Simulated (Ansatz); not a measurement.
# PH₂+ (singlet): from Hartree-Fock to the top rungs at distance P1–H3 = 1.929 Å, cc-pVDZ, part 2 of 2

Ansatz 0.2.0, Gaussian basis; cc-pVDZ, core rule «outside noble gas», up to 5 orbitals frozen. Earlier steps stand in the parts before.

**9. CCSDTQ on RHF**

Input file in.yaml:

```yaml
crystal:
  periodic: [false, false, false]
  atoms:
    - {symbol: P, position_ang: [0.000000, -0.071461, -0.010958]}
    - {symbol: H, position_ang: [0.000000, 0.923934, -1.036514]}
    - {symbol: H, position_ang: [0.000000, 1.272039, 1.373256]}
basis:
  gaussian: {orbitals: cc-pVDZ}
total_charge: 1
magnetization: {spin_polarized: false}
correlation: {method: ccsdtq, electrons: outside_noble_gas}
```

On the command line:

```sh
$ ansatz run in.yaml --threads 1 --pin off --events-out ev --progress --plain --max-ram 2393MiB
```

Output:

```text
Functional definition: HF
  name "HF"
  cite "Fock, Z. Phys. 61, 126 (1930) doi:10.1007/BF01340294"
  parent pbe
  exchange = exact_x
  correlation = 0
502 factors; integrals over basis functions are off by at most 1.6e-7 eV
mean field evaluation 1: about -9291.7692 eV, gradient 6.1e0 eV
mean field evaluation 2: about -9291.7690 eV, gradient 6.1e0 eV
mean field evaluation 4: about -9291.9644 eV, gradient 2.7e-1 eV
mean field evaluation 8: about -9291.9649 eV, gradient 2.4e-6 eV
mean field evaluation 16: about -9291.9649 eV, gradient 7.9e-7 eV
mean field -9291.96493983 eV, -341.4734132187 hartree, gradient 7.9e-7 eV, S^2 0.000000; 0 other end points of the search recorded, 0 dependent functions left out; unrestricted orbitals would lower it
5 core orbitals not correlated: weight in the atoms' cores, before any rotation towards them, 1.000 or more for the frozen orbitals, at most 0.000 for the correlated occupied ones
reference -9291.96493983 eV, -341.4734132187 hartree; 3, 3 occupied and 20, 20 virtual orbitals, 502 factors
second order -2.78982543 eV of doubles, -0.00000000 eV of singles
cycle   1  -3.37477752 eV  change   -5.8e-1 eV  update   7.6e-2
cycle   2  -3.80868076 eV  change   -4.3e-1 eV  update   3.9e-2
cycle   3  -3.82567840 eV  change   -1.7e-2 eV  update   1.1e-2
cycle   4  -3.83585408 eV  change   -1.0e-2 eV  update   5.3e-3
cycle   5  -3.83771290 eV  change   -1.9e-3 eV  update   2.1e-3
cycle   6  -3.83641713 eV  change    1.3e-3 eV  update   9.6e-4
cycle   7  -3.83629464 eV  change    1.2e-4 eV  update   5.2e-4
cycle   8  -3.83691551 eV  change   -6.2e-4 eV  update   2.5e-4
cycle   9  -3.83657507 eV  change    3.4e-4 eV  update   1.2e-4
cycle  10  -3.83660545 eV  change   -3.0e-5 eV  update   6.3e-5
cycle  11  -3.83659553 eV  change    9.9e-6 eV  update   3.6e-5
cycle  12  -3.83661621 eV  change   -2.1e-5 eV  update   1.9e-5
cycle  13  -3.83661311 eV  change    3.1e-6 eV  update   6.7e-6
cycle  14  -3.83660851 eV  change    4.6e-6 eV  update   3.3e-6
cycle  15  -3.83660780 eV  change    7.0e-7 eV  update   1.2e-6
cycle  16  -3.83660846 eV  change   -6.6e-7 eV  update   4.5e-7
cycle  17  -3.83660868 eV  change   -2.2e-7 eV  update   1.6e-7
Total energy: -9295.80154852 eV, -341.6144059873 hartree
```

It took 3.7 s on 1 thread of Arm Neoverse V2, shared host.

From the report: correlation -3.8366 eV; T1 0.018; largest double amplitude 0.17.

**10. CASSCF and MRCISD+Q, 2 electrons in 2 orbitals**

Changes to in.yaml since step 9:

```diff
@@ -9,3 +9,2 @@
 total_charge: 1
-magnetization: {spin_polarized: false}
-correlation: {method: ccsdtq, electrons: outside_noble_gas}
+correlation: {method: fic_mrcisd_q, electrons: outside_noble_gas, active_space: {window: {electrons: 2, orbitals: 2}}}
```

Same command.

Output:

```text
Functional definition: HF
  name "HF"
  cite "Fock, Z. Phys. 61, 126 (1930) doi:10.1007/BF01340294"
  parent pbe
  exchange = exact_x
  correlation = 0
284 factors; integrals over basis functions are off by at most 6.1e-4 eV
mean field evaluation 1: about -9291.7686 eV, gradient 6.1e0 eV
mean field evaluation 2: about -9291.7690 eV, gradient 6.1e0 eV
mean field evaluation 4: about -9291.9646 eV, gradient 2.7e-1 eV
mean field evaluation 8: about -9291.9649 eV, gradient 6.5e-5 eV
mean field -9291.96494335 eV, -341.4734133480 hartree, gradient 2.0e-6 eV, S^2 0.000000; 0 other end points of the search recorded, 0 dependent functions left out; unrestricted orbitals would lower it
reference -9291.96494335 eV, -341.4734133480 hartree; 8, 8 occupied and 20, 20 virtual orbitals, 284 factors
state -9292.81988347 eV, -341.5048318179 hartree
contracted CI cycle   1: correlation 0.00000000 eV, 0.0000000000 hartree, residual 1.18e1 eV
contracted CI cycle   2: correlation -2.70216590 eV, -0.0993027653 hartree, residual 2.07e0 eV
contracted CI cycle   3: correlation -2.80563501 eV, -0.1031051847 hartree, residual 6.69e-1 eV
contracted CI cycle   4: correlation -2.81664170 eV, -0.1035096734 hartree, residual 2.64e-1 eV
contracted CI cycle   5: correlation -2.81839733 eV, -0.1035741915 hartree, residual 1.18e-1 eV
contracted CI cycle   6: correlation -2.81884631 eV, -0.1035906910 hartree, residual 6.17e-2 eV
contracted CI cycle   7: correlation -2.81895343 eV, -0.1035946277 hartree, residual 2.91e-2 eV
contracted CI cycle   8: correlation -2.81897310 eV, -0.1035953507 hartree, residual 1.14e-2 eV
contracted CI cycle   9: correlation -2.81897621 eV, -0.1035954648 hartree, residual 4.36e-3 eV
contracted CI cycle  10: correlation -2.81897666 eV, -0.1035954815 hartree, residual 1.71e-3 eV
contracted CI cycle  11: correlation -2.81897673 eV, -0.1035954840 hartree, residual 6.17e-4 eV
state -9292.81988347 eV, -341.5048318179 hartree; corrected -9295.84268618 eV, -341.6159177687 hartree
state -9292.54115264 eV, -341.4945886490 hartree
contracted CI cycle   1: correlation 0.00000000 eV, 0.0000000000 hartree, residual 1.20e1 eV
contracted CI cycle   2: correlation -2.82958419 eV, -0.1039853010 hartree, residual 2.61e0 eV
contracted CI cycle   3: correlation -3.00753801 eV, -0.1105249833 hartree, residual 9.54e-1 eV
contracted CI cycle   4: correlation -3.02994172 eV, -0.1113483043 hartree, residual 3.40e-1 eV
contracted CI cycle   5: correlation -3.03265020 eV, -0.1114478394 hartree, residual 1.35e-1 eV
contracted CI cycle   6: correlation -3.03307067 eV, -0.1114632912 hartree, residual 5.41e-2 eV
contracted CI cycle   7: correlation -3.03313733 eV, -0.1114657410 hartree, residual 1.94e-2 eV
contracted CI cycle   8: correlation -3.03314559 eV, -0.1114660443 hartree, residual 6.05e-3 eV
contracted CI cycle   9: correlation -3.03314639 eV, -0.1114660737 hartree, residual 1.85e-3 eV
contracted CI cycle  10: correlation -3.03314647 eV, -0.1114660767 hartree, residual 6.29e-4 eV
state -9292.54115264 eV, -341.4945886490 hartree; corrected -9295.83899948 eV, -341.6157822850 hartree
state -9292.81988347 eV, -341.5048318179 hartree; corrected -9295.84268618 eV, -341.6159177687 hartree
Total energy: -9295.84268618 eV, -341.6159177687 hartree
```

It took 0.42 s on 1 thread of Arm Neoverse V2, shared host.

From the report: 4 determinants; active occupations 1.90, 0.10.

**11. CASSCF and NEVPT2, 2 electrons in 2 orbitals**

Changes to in.yaml since step 10:

```diff
@@ -9,2 +9,2 @@
 total_charge: 1
-correlation: {method: fic_mrcisd_q, electrons: outside_noble_gas, active_space: {window: {electrons: 2, orbitals: 2}}}
+correlation: {method: sc_nevpt2, electrons: outside_noble_gas, active_space: {window: {electrons: 2, orbitals: 2}}}
```

Launched as before.

Output:

```text
Functional definition: HF
  name "HF"
  cite "Fock, Z. Phys. 61, 126 (1930) doi:10.1007/BF01340294"
  parent pbe
  exchange = exact_x
  correlation = 0
284 factors; integrals over basis functions are off by at most 6.1e-4 eV
mean field evaluation 1: about -9291.7686 eV, gradient 6.1e0 eV
mean field evaluation 2: about -9291.7690 eV, gradient 6.1e0 eV
mean field evaluation 4: about -9291.9646 eV, gradient 2.7e-1 eV
mean field evaluation 8: about -9291.9649 eV, gradient 6.5e-5 eV
mean field -9291.96494335 eV, -341.4734133480 hartree, gradient 2.0e-6 eV, S^2 0.000000; 0 other end points of the search recorded, 0 dependent functions left out; unrestricted orbitals would lower it
reference -9291.96494335 eV, -341.4734133480 hartree; 8, 8 occupied and 20, 20 virtual orbitals, 284 factors
state -9292.81988347 eV, -341.5048318179 hartree
state -9292.81988347 eV, -341.5048318179 hartree; corrected -9295.02232764 eV, -341.5857701483 hartree
state -9292.54115264 eV, -341.4945886490 hartree
state -9292.54115264 eV, -341.4945886490 hartree; corrected -9294.82488543 eV, -341.5785142808 hartree
state -9292.81988347 eV, -341.5048318179 hartree; corrected -9295.02232764 eV, -341.5857701483 hartree
Total energy: -9295.02232764 eV, -341.5857701483 hartree
```

It took 0.21 s on 1 thread of Arm Neoverse V2, shared host.

From the report: 4 determinants; active occupations 1.90, 0.10.

**12. CASSCF and MRCISD+Q, 6 electrons in 6 orbitals**

Changes to in.yaml since step 11:

```diff
@@ -9,2 +9,2 @@
 total_charge: 1
-correlation: {method: sc_nevpt2, electrons: outside_noble_gas, active_space: {window: {electrons: 2, orbitals: 2}}}
+correlation: {method: fic_mrcisd_q, electrons: outside_noble_gas, active_space: {window: {electrons: 6, orbitals: 6}, shells: [{species: H, l: s, shell: 1}, {species: P, l: s, shell: 3}, {species: P, l: p, shell: 3}]}}
```

The command is unchanged.

Output:

```text
Functional definition: HF
  name "HF"
  cite "Fock, Z. Phys. 61, 126 (1930) doi:10.1007/BF01340294"
  parent pbe
  exchange = exact_x
  correlation = 0
502 factors; integrals over basis functions are off by at most 1.6e-7 eV
mean field evaluation 1: about -9291.7692 eV, gradient 6.1e0 eV
mean field evaluation 2: about -9291.7690 eV, gradient 6.1e0 eV
mean field evaluation 4: about -9291.9644 eV, gradient 2.7e-1 eV
mean field evaluation 8: about -9291.9649 eV, gradient 2.4e-6 eV
mean field -9291.96493983 eV, -341.4734132187 hartree, gradient 7.9e-7 eV, S^2 0.000000; 0 other end points of the search recorded, 0 dependent functions left out; unrestricted orbitals would lower it
reference -9291.96493983 eV, -341.4734132187 hartree; 8, 8 occupied and 20, 20 virtual orbitals, 502 factors
state -9293.89479954 eV, -341.5443342551 hartree
contracted CI cycle   1: correlation 0.00000000 eV, 0.0000000000 hartree, residual 9.88e0 eV
contracted CI cycle   2: correlation -1.74268704 eV, -0.0640425675 hartree, residual 2.20e0 eV
contracted CI cycle   3: correlation -1.82410917 eV, -0.0670347756 hartree, residual 4.75e-1 eV
contracted CI cycle   4: correlation -1.82788371 eV, -0.0671734873 hartree, residual 1.12e-1 eV
contracted CI cycle   5: correlation -1.82809465 eV, -0.0671812392 hartree, residual 2.70e-2 eV
contracted CI cycle   6: correlation -1.82810694 eV, -0.0671816910 hartree, residual 7.05e-3 eV
contracted CI cycle   7: correlation -1.82810778 eV, -0.0671817219 hartree, residual 1.97e-3 eV
contracted CI cycle   8: correlation -1.82810785 eV, -0.0671817244 hartree, residual 5.49e-4 eV
state -9293.89479954 eV, -341.5443342551 hartree; corrected -9295.79310594 eV, -341.6140957286 hartree
Total energy: -9295.79310594 eV, -341.6140957286 hartree
Checks for a lower state left out: starts, orbital_swaps
```

Run time: 0.54 s. Hardware: 1 thread of Arm Neoverse V2, shared host.

From the report: 200 determinants; active occupations 1.98, 1.94, 1.89, 0.10, 0.07, 0.03.

**13. CASSCF and NEVPT4(SD), 6 electrons in 6 orbitals**

Input file in.yaml:

```yaml
crystal:
  periodic: [false, false, false]
  atoms:
    - {symbol: P, position_ang: [0.000000, -0.071461, -0.010958]}
    - {symbol: H, position_ang: [0.000000, 0.923934, -1.036514]}
    - {symbol: H, position_ang: [0.000000, 1.272039, 1.373256]}
basis:
  gaussian: {orbitals: cc-pVDZ}
total_charge: 1
correlation: {method: fic_nevpt4_sd, electrons: outside_noble_gas, active_space: {window: {electrons: 6, orbitals: 6}, shells: [{species: H, l: s, shell: 1}, {species: P, l: s, shell: 3}, {species: P, l: p, shell: 3}]}}
```

Same command.

Output:

```text
Functional definition: HF
  name "HF"
  cite "Fock, Z. Phys. 61, 126 (1930) doi:10.1007/BF01340294"
  parent pbe
  exchange = exact_x
  correlation = 0
502 factors; integrals over basis functions are off by at most 1.6e-7 eV
mean field evaluation 1: about -9291.7692 eV, gradient 6.1e0 eV
mean field evaluation 2: about -9291.7690 eV, gradient 6.1e0 eV
mean field evaluation 4: about -9291.9644 eV, gradient 2.7e-1 eV
mean field evaluation 8: about -9291.9649 eV, gradient 2.4e-6 eV
mean field -9291.96493983 eV, -341.4734132187 hartree, gradient 7.9e-7 eV, S^2 0.000000; 0 other end points of the search recorded, 0 dependent functions left out; unrestricted orbitals would lower it
reference -9291.96493983 eV, -341.4734132187 hartree; 8, 8 occupied and 20, 20 virtual orbitals, 502 factors
state -9293.89479954 eV, -341.5443342551 hartree
state -9293.89479954 eV, -341.5443342551 hartree; corrected -9295.72130926 eV, -341.6114572491 hartree
Total energy: -9295.72130926 eV, -341.6114572491 hartree
Checks for a lower state left out: starts, orbital_swaps
```

It took 0.51 s on 1 thread of Arm Neoverse V2, shared host.

From the report: 200 determinants; active occupations 1.98, 1.94, 1.89, 0.10, 0.07, 0.03.

**14. CASSCF and NEVPT2, 6 electrons in 6 orbitals**

Input file in.yaml:

```yaml
crystal:
  periodic: [false, false, false]
  atoms:
    - {symbol: P, position_ang: [0.000000, -0.071461, -0.010958]}
    - {symbol: H, position_ang: [0.000000, 0.923934, -1.036514]}
    - {symbol: H, position_ang: [0.000000, 1.272039, 1.373256]}
basis:
  gaussian: {orbitals: cc-pVDZ}
total_charge: 1
correlation: {method: sc_nevpt2, electrons: outside_noble_gas, active_space: {window: {electrons: 6, orbitals: 6}, shells: [{species: H, l: s, shell: 1}, {species: P, l: s, shell: 3}, {species: P, l: p, shell: 3}]}}
```

The command is unchanged.

Output:

```text
Functional definition: HF
  name "HF"
  cite "Fock, Z. Phys. 61, 126 (1930) doi:10.1007/BF01340294"
  parent pbe
  exchange = exact_x
  correlation = 0
502 factors; integrals over basis functions are off by at most 1.6e-7 eV
mean field evaluation 1: about -9291.7692 eV, gradient 6.1e0 eV
mean field evaluation 2: about -9291.7690 eV, gradient 6.1e0 eV
mean field evaluation 4: about -9291.9644 eV, gradient 2.7e-1 eV
mean field evaluation 8: about -9291.9649 eV, gradient 2.4e-6 eV
mean field -9291.96493983 eV, -341.4734132187 hartree, gradient 7.9e-7 eV, S^2 0.000000; 0 other end points of the search recorded, 0 dependent functions left out; unrestricted orbitals would lower it
reference -9291.96493983 eV, -341.4734132187 hartree; 8, 8 occupied and 20, 20 virtual orbitals, 502 factors
state -9293.89479954 eV, -341.5443342551 hartree
state -9293.89479954 eV, -341.5443342551 hartree; corrected -9295.26151185 eV, -341.5945600060 hartree
Total energy: -9295.26151185 eV, -341.5945600060 hartree
Checks for a lower state left out: starts, orbital_swaps
```

Run time: 0.3 s. Hardware: 1 thread of Arm Neoverse V2, shared host.

From the report: 200 determinants; active occupations 1.98, 1.94, 1.89, 0.10, 0.07, 0.03.

**15. Full CI**

Input file in.yaml:

```yaml
crystal:
  periodic: [false, false, false]
  atoms:
    - {symbol: P, position_ang: [0.000000, -0.071461, -0.010958]}
    - {symbol: H, position_ang: [0.000000, 0.923934, -1.036514]}
    - {symbol: H, position_ang: [0.000000, 1.272039, 1.373256]}
basis:
  gaussian: {orbitals: cc-pVDZ}
total_charge: 1
correlation: {method: fci, electrons: outside_noble_gas}
```

The command is unchanged.

Output:

```text
Functional definition: HF
  name "HF"
  cite "Fock, Z. Phys. 61, 126 (1930) doi:10.1007/BF01340294"
  parent pbe
  exchange = exact_x
  correlation = 0
502 factors; integrals over basis functions are off by at most 1.6e-7 eV
mean field evaluation 1: about -9291.7692 eV, gradient 6.1e0 eV
mean field evaluation 2: about -9291.7690 eV, gradient 6.1e0 eV
mean field evaluation 4: about -9291.9644 eV, gradient 2.7e-1 eV
mean field evaluation 8: about -9291.9649 eV, gradient 2.4e-6 eV
mean field -9291.96493983 eV, -341.4734132187 hartree, gradient 7.9e-7 eV, S^2 0.000000; 0 other end points of the search recorded, 0 dependent functions left out; unrestricted orbitals would lower it
mean field evaluation 16: about -9292.0607 eV, gradient 2.0e-1 eV
5 core orbitals not correlated: weight in the atoms' cores, before any rotation towards them, 1.000 or more for the frozen orbitals, at most 0.000 for the correlated occupied ones
reference -9291.96493983 eV, -341.4734132187 hartree; 3, 3 occupied and 20, 20 virtual orbitals, 502 factors
state -9295.80167702 eV, -341.6144107096 hartree
Total energy: -9295.80167702 eV, -341.6144107096 hartree
```

Run time: 3.6 s. Hardware: 1 thread of Arm Neoverse V2, shared host.

From the report: 1,573,121 determinants, symmetry A'.

**16. Natural occupations**

Natural occupations of the FCI state about the gap (report; correlated orbitals 1 to 10): 1.958, 1.920, 1.875, 0.099, 0.058, 0.033, 0.012, 0.009, 0.009, 0.008. The count of effectively unpaired electrons, Σ n²(2 − n)², is 0.14; a single determinant of this spin has 0.

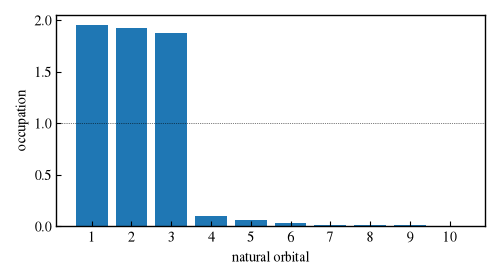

Natural occupations of the FCI state.

**17. The ladder**

The yardstick is full CI for this spin, exact in this basis with these frozen cores. Rows without a time are mean-field rows or come out of runs for another level: lower rungs of the coupled-cluster runs, CASSCF and MRCISD of the multireference runs, or the Hartree-Fock search. The times of RCCSD(T), UCCSD(T) include forces.

Differences are taken before rounding.

```tsv
method	energy from the lowest RHF (meV)	from FCI (meV)	time
RHF	0.0	+3836.7	
UHF	-100.7	+3736.0	0.27 s
RMP2	-2789.8	+1047.0	
UMP2	-2648.7	+1188.1	
CISD	-3526.3	+310.5	0.3 s
RCCSD	-3717.2	+119.5	
UCCSD	-3707.4	+129.3	
RCCSD(T)	-3809.1	+27.6	0.3 s
UCCSD(T)	-3805.2	+31.5	1.3 s
BCCD(T)	-3809.3	+27.4	0.24 s
RCCSDT	-3831.1	+5.7	
UCCSDT	-3830.1	+6.7	
RCCSDT(Q)	-3835.6	+1.1	0.57 s
UCCSDT(Q)	-3835.1	+1.6	2.9 s
RCCSDTQ	-3836.6	+0.1	3.7 s
CASSCF pair	-854.9	+2981.8	
NEVPT2 pair	-3057.4	+779.3	0.21 s
MRCISD pair	-3673.9	+162.8	
MRCISD+Q pair	-3877.7	-41.0	0.42 s
CASSCF valence	-1929.9	+1906.9	
NEVPT2 valence	-3296.6	+540.2	0.3 s
NEVPT4(SD) valence	-3756.4	+80.4	0.51 s
MRCISD valence	-3758.0	+78.8	
MRCISD+Q valence	-3828.2	+8.6	0.54 s
FCI	-3836.7	0	3.6 s
```

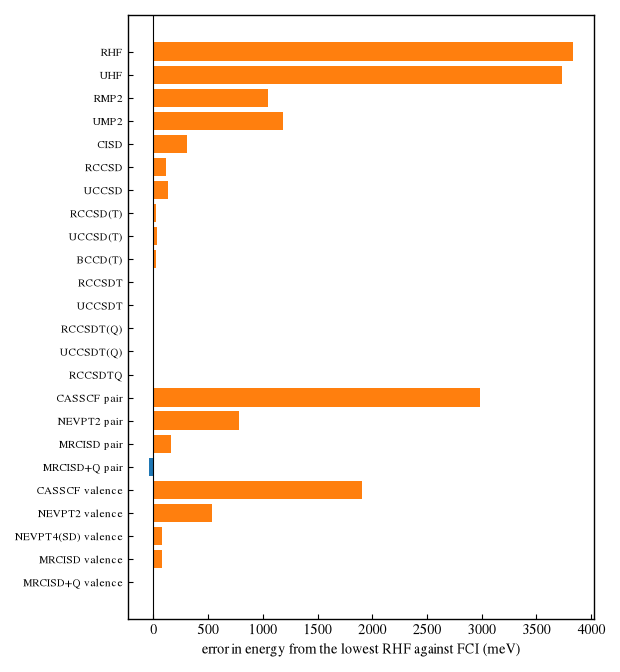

Deviations from FCI, method by method.

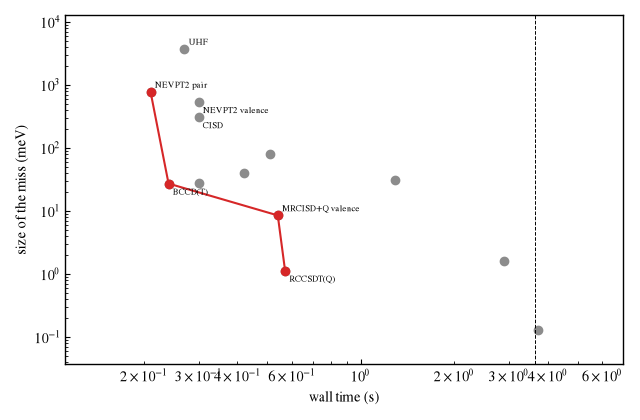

Accuracy for the time spent; red marks the levels that beat every quicker one drawn (of those quicker than the yardstick), and the dashed line is the time of FCI. Only those levels and the largest misses are named. Times are from a shared host. Runs this short are mostly start-up, so their order is noise.

**18. Results**

What follows sums up all 2 parts.

```
                         quantity                                                                                                        value
          FCI from the RHF energy                                                                                                   -3.8367 eV
                    RMP2 from FCI                                                                                                  +1047.0 meV
                    UMP2 from FCI                                                                                                  +1188.1 meV
                   RCCSD from FCI                                                                                                   +119.5 meV
                RCCSD(T) from FCI                                                                                                    +27.6 meV
                UCCSD(T) from FCI                                                                                                    +31.5 meV
               RCCSDT(Q) from FCI                                                                                                     +1.1 meV
               UCCSDT(Q) from FCI                                                                                                     +1.6 meV
             NEVPT2 pair from FCI                                                                                                   +779.3 meV
           MRCISD+Q pair from FCI                                                                                                    -41.0 meV
          NEVPT2 valence from FCI                                                                                                   +540.2 meV
levels within 1 kcal/mol (43 meV)  RCCSD(T), UCCSD(T), BCCD(T), RCCSDT, UCCSDT, RCCSDT(Q), UCCSDT(Q), RCCSDTQ, MRCISD+Q pair, MRCISD+Q valence
                    T1 diagnostic                                                                                                        0.017
   effectively unpaired electrons                                                                                                         0.14
```

**Reading.** RCCSD(T) lands +27.6 meV from the yardstick (0.7 % of the correlation energy). MRCISD+Q pair falls below full CI: the +Q correction isn't variational, and the cores differ from full CI's. One determinant dominates. Of the multireference levels listed MRCISD+Q valence comes nearest in total energy (+8.6 meV), which doesn't show that its space is the better one. These misses are within one basis, not against nature.
